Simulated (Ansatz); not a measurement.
**SiH₂F (doublet): the correlation ladder at a displaced geometry (v2), cc-pVDZ**

Aim: climb from Hartree-Fock through coupled cluster for SiH₂F (doublet) at one geometry and basis, and see what each rung misses.

Method: cc-pVDZ, core rule «outside noble gas», up to 6 orbitals frozen; program: Ansatz 0.2.0, Gaussian basis.

The runs, in order: UHF; CCSD(T) on ROHF; CCSD(T) on UHF; BCCD(T) on ROHF; CISD as a restricted active space (open shells left free, so some higher excitations enter); CCSDT(Q) on ROHF; CCSDT(Q) on UHF.

36 further runs of the same task are left out: 13 for a known fault of the program, 8 that didn't finish, 15 set aside as unsound or not needed. Runs told in other sessions of the task aren't counted.

### Step 1. What is computed

The geometry is a PBE0/def2-TZVP stationary point (not a proven minimum) with its atoms shifted at random (size 0.100 Å).

4 atoms, charge 0, spin multiplicity 2.

Atoms are counted from 1 here; the program's logs count them from 0.

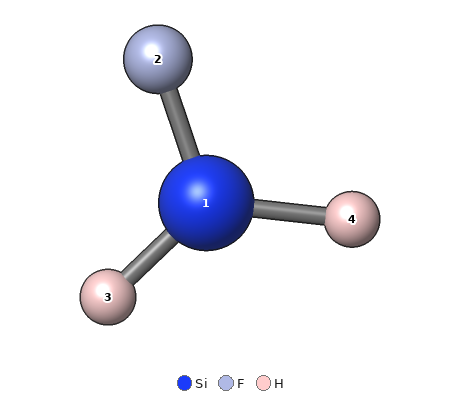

The geometry (silicon blue, fluorine light blue, hydrogen pink); atoms are numbered from 1 in the order of the file.

In the tables R marks a restricted open-shell determinant and U an unrestricted one; energies count from the table's Hartree-Fock row.

### Step 2. UHF

in.yaml reads:

```yaml
crystal:
  periodic: [false, false, false]
  atoms:
    - {symbol: Si, position_ang: [0.065713, -0.001118, 0.588067]}
    - {symbol: F, position_ang: [-0.099161, 0.007256, -0.999760]}
    - {symbol: H, position_ang: [-0.022541, 1.296226, 1.219979]}
    - {symbol: H, position_ang: [0.060568, -1.401832, 1.238193]}
basis:
  gaussian: {orbitals: cc-pVDZ}
magnetization: {spin_polarized: true, initial_magnetization: 1}
hamiltonian: {xc: hf}
output: {orbitals: {seedname: orbitals}}
```

On the command line:

```
$ ansatz run in.yaml --threads 1 --pin off --events-out ev --progress --plain --max-ram 2393MiB
```

The log of the run:

```text
Functional definition: HF
  name "HF"
  cite "Fock, Z. Phys. 61, 126 (1930) doi:10.1007/BF01340294"
  parent pbe
  exchange = exact_x
  correlation = 0
398 factors; integrals over basis functions are off by at most 1.2e-3 eV
mean field evaluation 1: about -10597.7291 eV, gradient 1.6e1 eV
mean field evaluation 2: about -10597.7637 eV, gradient 1.7e1 eV
mean field evaluation 4: about -10599.0390 eV, gradient 1.6e0 eV
mean field evaluation 8: about -10599.0768 eV, gradient 2.8e-1 eV
mean field -10599.07857407 eV, -389.5089532837 hartree, gradient 2.8e-5 eV, S^2 0.767320; 0 other end points of the search recorded, 0 dependent functions left out
reference -10599.07857407 eV, -389.5089532837 hartree; 13, 12 occupied and 29, 30 virtual orbitals, 398 factors
Total energy: -10599.07857407 eV, -389.5089532837 hartree
```

Run time: 0.39 s. Hardware: 1 thread of Arm Neoverse N1, shared host.

From the report: ⟨S²⟩ of the determinant 0.767 (pure doublet: 0.75).

### Step 3. CCSD(T) on ROHF

Edit in.yaml of step 2 so:

```diff
@@ -9,4 +9,4 @@
   gaussian: {orbitals: cc-pVDZ}
-magnetization: {spin_polarized: true, initial_magnetization: 1}
-hamiltonian: {xc: hf}
-output: {orbitals: {seedname: orbitals}}
+magnetization: {spin_polarized: false, initial_magnetization: 1}
+correlation: {method: ccsd_t, electrons: outside_noble_gas}
+output: {forces: true}
```

The command is unchanged.

The log of the run, cut to the lines that bear on the results:

```text
Functional definition: HF
  name "HF"
  cite "Fock, Z. Phys. 61, 126 (1930) doi:10.1007/BF01340294"
  parent pbe
[...]
398 factors; integrals over basis functions are off by at most 1.2e-3 eV
[...]
mean field -10598.98638821 eV, -389.5055655156 hartree, gradient 1.6e-6 eV, S^2 0.750000; 1 other end points of the search recorded, 0 dependent functions left out
[...]
determinant -10598.98638821 eV, -389.5055655156 hartree, with singles and doubles -10607.14747324 eV, -389.8054798589 hartree
determinant -10595.71502292 eV, -389.3853450589 hartree, with singles and doubles -10604.18343870 eV, -389.6965535985 hartree
6 core orbitals not correlated: weight in the atoms' cores, before any rotation towards them, 1.000 or more for the frozen orbitals, at most 0.000 for the correlated occupied ones
reference -10598.98638821 eV, -389.5055655156 hartree; 7, 6 occupied and 29, 30 virtual orbitals, 398 factors
second order -7.53163967 eV of doubles, -0.04456904 eV of singles
cycle   1  -8.16214615 eV  change   -1.1e-3 eV  update   1.8e-3
[...]
cycle  10  -8.16249657 eV  change   -8.4e-7 eV  update   7.5e-7
perturbative correction -0.14214725 eV, -0.0052238151 hartree
[...]
Total energy: -10607.29103203 eV, -389.8107555469 hartree
Atom 0 at     0.065713    -0.001118     0.588067 Å, force     1.465103    -1.536955     2.397746 eV/Å
Atom 1 at    -0.099161     0.007256    -0.999760 Å, force    -0.576070    -0.010859    -2.242592 eV/Å
Atom 2 at    -0.022541     1.296226     1.219979 Å, force    -0.475631     0.441001     0.302787 eV/Å
Atom 3 at     0.060568    -1.401832     1.238193 Å, force    -0.413401     1.106813    -0.457940 eV/Å
Dipole moment:    -0.051083     0.008051     0.287560 e Å
```

Wall time 6 s (1 thread of Arm Neoverse N1, shared host).

From the report: correlation -8.3046 eV; T1 0.022; largest double amplitude 0.06.

### Step 4. CCSD(T) on UHF

Edit in.yaml of step 3 so:

```diff
@@ -9,3 +9,3 @@
   gaussian: {orbitals: cc-pVDZ}
-magnetization: {spin_polarized: false, initial_magnetization: 1}
+magnetization: {spin_polarized: true, initial_magnetization: 1}
 correlation: {method: ccsd_t, electrons: outside_noble_gas}
```

Same command.

The log of the run, cut to the lines that bear on the results:

```text
Functional definition: HF
  name "HF"
  cite "Fock, Z. Phys. 61, 126 (1930) doi:10.1007/BF01340294"
  parent pbe
[...]
398 factors; integrals over basis functions are off by at most 1.2e-3 eV
[...]
mean field -10599.07857407 eV, -389.5089532837 hartree, gradient 2.7e-6 eV, S^2 0.767321; 1 other end points of the search recorded, 0 dependent functions left out
determinant -10599.07857407 eV, -389.5089532837 hartree, with singles and doubles -10607.15017747 eV, -389.8055792374 hartree
determinant -10595.83127990 eV, -389.3896174241 hartree, with singles and doubles -10604.18423328 eV, -389.6965827988 hartree
6 core orbitals not correlated: weight in the atoms' cores, before any rotation towards them, 1.000 or more for the frozen orbitals, at most 0.000 for the correlated occupied ones
reference -10599.07857407 eV, -389.5089532837 hartree; 7, 6 occupied and 29, 30 virtual orbitals, 398 factors
second order -7.48990189 eV of doubles, -0.00000000 eV of singles
cycle   1  -8.07211158 eV  change   -5.1e-4 eV  update   1.2e-3
[...]
cycle   9  -8.07229587 eV  change   -3.9e-7 eV  update   1.2e-6
perturbative correction -0.14034275 eV, -0.0051575010 hartree
[...]
Total energy: -10607.29121270 eV, -389.8107621864 hartree
Atom 0 at     0.065713    -0.001118     0.588067 Å, force     1.467625    -1.536997     2.397184 eV/Å
Atom 1 at    -0.099161     0.007256    -0.999760 Å, force    -0.576780    -0.010878    -2.242554 eV/Å
Atom 2 at    -0.022541     1.296226     1.219979 Å, force    -0.476577     0.441264     0.303083 eV/Å
Atom 3 at     0.060568    -1.401832     1.238193 Å, force    -0.414268     1.106611    -0.457713 eV/Å
Dipole moment:    -0.051184     0.008063     0.287616 e Å
```

Run time: 6 s. Hardware: 1 thread of Arm Neoverse N1, shared host.

From the report: ⟨S²⟩ of the determinant 0.767 (pure doublet: 0.75); correlation -8.2126 eV; T1 0.015; largest double amplitude 0.06.

### Step 5. BCCD(T) on ROHF

Edit in.yaml of step 4 so:

```diff
@@ -9,4 +9,3 @@
   gaussian: {orbitals: cc-pVDZ}
-magnetization: {spin_polarized: true, initial_magnetization: 1}
-correlation: {method: ccsd_t, electrons: outside_noble_gas}
-output: {forces: true}
+magnetization: {spin_polarized: false, initial_magnetization: 1}
+correlation: {method: bccd_t, electrons: outside_noble_gas}
```

The command is unchanged.

The log of the run, cut to the lines that bear on the results:

```text
Functional definition: HF
  name "HF"
  cite "Fock, Z. Phys. 61, 126 (1930) doi:10.1007/BF01340294"
  parent pbe
[...]
398 factors; integrals over basis functions are off by at most 1.2e-3 eV
[...]
mean field -10598.98638821 eV, -389.5055655156 hartree, gradient 1.6e-6 eV, S^2 0.750000; 1 other end points of the search recorded, 0 dependent functions left out
[...]
determinant -10598.98638821 eV, -389.5055655156 hartree, with singles and doubles -10607.14747324 eV, -389.8054798589 hartree
determinant -10595.71502292 eV, -389.3853450589 hartree, with singles and doubles -10604.18343870 eV, -389.6965535985 hartree
6 core orbitals not correlated: weight in the atoms' cores, before any rotation towards them, 1.000 or more for the frozen orbitals, at most 0.000 for the correlated occupied ones
reference -10598.98638821 eV, -389.5055655156 hartree; 7, 6 occupied and 29, 30 virtual orbitals, 398 factors
second order -7.53163967 eV of doubles, -0.04456904 eV of singles
cycle   1  -8.14797595 eV  change    1.3e-2 eV  update   9.8e-3
[...]
cycle   9  -8.14641604 eV  change   -9.3e-6 eV  update   1.3e-5
perturbative correction -0.16157942 eV, -0.0059379342 hartree
Total energy: -10607.29438366 eV, -389.8108787172 hartree
```

Run time: 2.8 s. Hardware: 1 thread of Arm Neoverse N1, shared host.

From the report: correlation -8.3080 eV; largest double amplitude 0.05.

### Step 6. CISD as a restricted active space (open shells left free, so some higher excitations enter)

Edit in.yaml of step 5 so:

```diff
@@ -10,2 +10,2 @@
 magnetization: {spin_polarized: false, initial_magnetization: 1}
-correlation: {method: bccd_t, electrons: outside_noble_gas}
+correlation: {active_space: {ras: {orbitals: [6, 1, 29], electrons: 13, max_holes: 2, max_particles: 2}, fixed_orbitals: true}}
```

Launched as before.

The log of the run:

```text
Functional definition: HF
  name "HF"
  cite "Fock, Z. Phys. 61, 126 (1930) doi:10.1007/BF01340294"
  parent pbe
  exchange = exact_x
  correlation = 0
398 factors; integrals over basis functions are off by at most 1.2e-3 eV
mean field evaluation 1: about -10597.6989 eV, gradient 2.3e1 eV
mean field evaluation 2: about -10597.7319 eV, gradient 2.3e1 eV
mean field evaluation 4: about -10598.9616 eV, gradient 1.6e0 eV
mean field evaluation 8: about -10598.9840 eV, gradient 2.2e-1 eV
mean field -10598.98638821 eV, -389.5055655156 hartree, gradient 1.6e-6 eV, S^2 0.750000; 0 other end points of the search recorded, 0 dependent functions left out
reference -10598.98638821 eV, -389.5055655156 hartree; 13, 12 occupied and 29, 30 virtual orbitals, 398 factors
state -10606.56332782 eV, -389.7840129105 hartree
Total energy: -10606.56332782 eV, -389.7840129105 hartree
```

It took 4.2 s on 1 thread of Arm Neoverse N1, shared host.

From the report: 79,206 determinants.

### Step 7. CCSDT(Q) on ROHF

Edit in.yaml of step 6 so:

```diff
@@ -10,2 +10,2 @@
 magnetization: {spin_polarized: false, initial_magnetization: 1}
-correlation: {active_space: {ras: {orbitals: [6, 1, 29], electrons: 13, max_holes: 2, max_particles: 2}, fixed_orbitals: true}}
+correlation: {method: ccsdt_q, electrons: outside_noble_gas}
```

The command is unchanged.

The log of the run, cut to the lines that bear on the results:

```text
Functional definition: HF
  name "HF"
  cite "Fock, Z. Phys. 61, 126 (1930) doi:10.1007/BF01340294"
  parent pbe
[...]
751 factors; integrals over basis functions are off by at most 1.7e-7 eV
[...]
mean field -10598.98651177 eV, -389.5055700566 hartree, gradient 1.6e-6 eV, S^2 0.750000; 1 other end points of the search recorded, 0 dependent functions left out
[...]
determinant -10598.98651177 eV, -389.5055700566 hartree, with singles and doubles -10607.14759564 eV, -389.8054843568 hartree
determinant -10595.71517299 eV, -389.3853505737 hartree, with singles and doubles -10604.18359463 eV, -389.6965593290 hartree
6 core orbitals not correlated: weight in the atoms' cores, before any rotation towards them, 1.000 or more for the frozen orbitals, at most 0.000 for the correlated occupied ones
reference -10598.98651177 eV, -389.5055700566 hartree; 7, 6 occupied and 29, 30 virtual orbitals, 751 factors
second order -7.53167472 eV of doubles, -0.04456882 eV of singles
cycle   1  -7.86125355 eV  change   -2.8e-1 eV  update   8.1e-2
[...]
cycle  17  -8.32190188 eV  change   -6.8e-7 eV  update   1.2e-6
perturbative correction -0.01311082 eV, -0.0004818136 hartree
Total energy: -10607.32152447 eV, -389.8118761236 hartree
```

Wall time 80 s (1 thread of Arm Neoverse N1, shared host); peak memory 0.48 GiB.

From the report: correlation -8.3350 eV; T1 0.021; largest double amplitude 0.06.

### Step 8. CCSDT(Q) on UHF

Edit in.yaml of step 7 so:

```diff
@@ -9,3 +9,3 @@
   gaussian: {orbitals: cc-pVDZ}
-magnetization: {spin_polarized: false, initial_magnetization: 1}
+magnetization: {spin_polarized: true, initial_magnetization: 1}
 correlation: {method: ccsdt_q, electrons: outside_noble_gas}
```

The command is unchanged.

The log of the run, cut to the lines that bear on the results:

```text
Functional definition: HF
  name "HF"
  cite "Fock, Z. Phys. 61, 126 (1930) doi:10.1007/BF01340294"
  parent pbe
[...]
751 factors; integrals over basis functions are off by at most 1.7e-7 eV
[...]
mean field -10599.07869763 eV, -389.5089578243 hartree, gradient 2.2e-6 eV, S^2 0.767321; 1 other end points of the search recorded, 0 dependent functions left out
determinant -10599.07869763 eV, -389.5089578243 hartree, with singles and doubles -10607.15030001 eV, -389.8055837405 hartree
determinant -10595.83142741 eV, -389.3896228447 hartree, with singles and doubles -10604.18436956 eV, -389.6965878070 hartree
6 core orbitals not correlated: weight in the atoms' cores, before any rotation towards them, 1.000 or more for the frozen orbitals, at most 0.000 for the correlated occupied ones
reference -10599.07869763 eV, -389.5089578243 hartree; 7, 6 occupied and 29, 30 virtual orbitals, 751 factors
second order -7.48993631 eV of doubles, -0.00000000 eV of singles
cycle   1  -7.76983833 eV  change   -2.8e-1 eV  update   8.0e-2
[...]
cycle  17  -8.22995811 eV  change   -7.8e-7 eV  update   1.1e-6
perturbative correction -0.01471377 eV, -0.0005407210 hartree
Total energy: -10607.32336950 eV, -389.8119439272 hartree
```

Run time: 70 s. Hardware: 1 thread of Arm Neoverse N1, shared host; peak memory 0.41 GiB.

From the report: ⟨S²⟩ of the determinant 0.767 (pure doublet: 0.75); correlation -8.2447 eV; T1 0.015; largest double amplitude 0.06.

### Step 9. The ladder

The yardstick is UCCSDT(Q), where the cluster series has nearly closed. Rows without a time are mean-field rows or come out of runs for another level: lower rungs of the coupled-cluster runs, or the Hartree-Fock search. The times of RCCSD(T), UCCSD(T) include forces.

Differences are taken before rounding.

| method | energy from the lowest ROHF (meV) | from UCCSDT(Q) (meV) | time |
| --- | --- | --- | --- |
| ROHF | 0.0 | +8337.0 |  |
| UHF | -92.2 | +8244.8 |  |
| RMP2 | -7576.2 | +760.8 |  |
| UMP2 | -7582.1 | +754.9 |  |
| CISD | -7576.9 | +760.0 | 4.2 s |
| RCCSD | -8162.5 | +174.5 |  |
| UCCSD | -8164.5 | +172.5 |  |
| RCCSD(T) | -8304.6 | +32.3 | 6 s |
| UCCSD(T) | -8304.8 | +32.2 | 6 s |
| BCCD(T) | -8308.0 | +29.0 | 2.8 s |
| RCCSDT | -8322.0 | +15.0 |  |
| UCCSDT | -8322.3 | +14.7 |  |
| RCCSDT(Q) | -8335.1 | +1.8 | 80 s |
| UCCSDT(Q) | -8337.0 | 0 | 70 s |

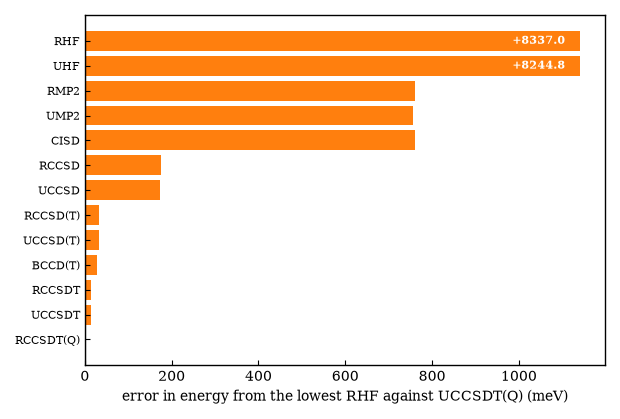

How far each level lands from UCCSDT(Q). Bars with a number in them are cut short.

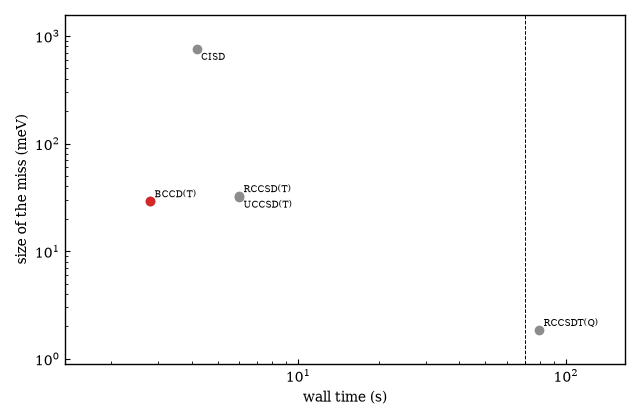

Miss against cost. Red marks the levels that no quicker level drawn beats (of those quicker than the yardstick), and the dashed line is the time of UCCSDT(Q). Times are from a shared host.

### Step 10. Results

| quantity | value |
| --- | --- |
| UCCSDT(Q) from the ROHF energy | -8.3370 eV |
| RMP2 from UCCSDT(Q) | +760.8 meV |
| UMP2 from UCCSDT(Q) | +754.9 meV |
| RCCSD from UCCSDT(Q) | +174.5 meV |
| RCCSD(T) from UCCSDT(Q) | +32.3 meV |
| UCCSD(T) from UCCSDT(Q) | +32.2 meV |
| RCCSDT(Q) from UCCSDT(Q) | +1.8 meV |
| levels within 1 kcal/mol (43 meV) | RCCSD(T), UCCSD(T), BCCD(T), RCCSDT, UCCSDT, RCCSDT(Q) |
| T1 diagnostic | 0.022 |

In words: RCCSD(T) lands +32.3 meV from the yardstick (0.4 % of the correlation energy). These misses are within one basis, not against nature; the frozen cores of restricted and unrestricted runs differ, which can shift their rows.

With open shells the CI space here admits some higher excitations, so it is larger than plain CISD.

For cost: BCCD(T) gets within 29.0 meV in 2.8 s, where UCCSDT(Q) took 70 s.
